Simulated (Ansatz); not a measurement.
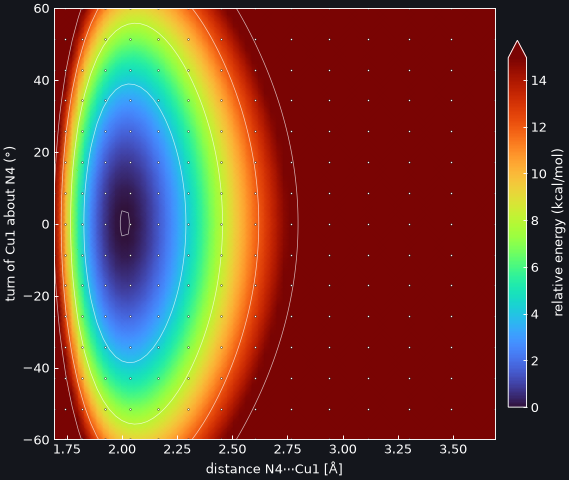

C2H3CuN, charge +1. 
- The turn is about an axis along (−0.14, 0.99, 0.05) in the frame of the relaxed pair, normal to the line between the partners.
- First axis: distance N4···Cu1. Second axis: turn of Cu1 about N4.
- Grid: 15 × 15 points.
- Energies are in kcal/mol, from the lowest grid point.
- Method: Ansatz, RHF/def2-SVPD.

The picture shows a smooth colour map with a few white contour lines, dots at the grid points, one colour for all values above the top of the scale. Between grid points the surface is interpolated.

Where is the minimum, and how stiff is the well along each coordinate?

Answer. The interpolated minimum is at distance N4···Cu1 ≈ 2.011 Å, turn of Cu1 about N4 ≈ 0.0°. The curvatures there are about 7.3 eV/Å² and 0.8 eV/rad², with a cross term of about 0 eV/(Å·rad). Round the minimum the two coordinates are nearly uncoupled. (1 eV is 23.1 kcal/mol.)
